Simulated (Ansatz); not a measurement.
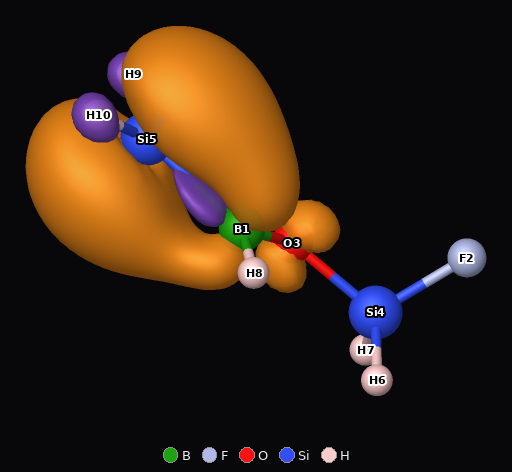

Figure. BFH₅OSi₂ (doublet). Isosurfaces of the spin density (α minus β) at +0.015 (orange) and −0.015 e/Å³ (purple), seen at an oblique angle.

Geometry: B3LYP/6-31G*.

Level of theory: isolated molecule in a Gaussian basis; Kohn-Sham density functional theory, functional PBE0 in Ansatz.

```xyz
10

B    -0.3805   -0.1367    0.1328
F     1.4133   -2.7858   -1.6706
O     0.5660   -0.4205   -0.8136
Si    0.5289   -1.5047   -2.0712
Si   -0.0180    1.2144    1.5278
H    -0.8643   -1.9448   -2.3124
H     1.1571   -0.8582   -3.2412
H    -1.4515   -0.6831    0.0996
H     1.3051    1.8472    1.7626
H    -0.9630    1.4439    2.6494
```

Describe the spin distribution.

The unpaired spin (1 electron) lies mostly on Si5 (about 0.8) and B1 (about 0.2), in electrons by Hirshfeld's partition.
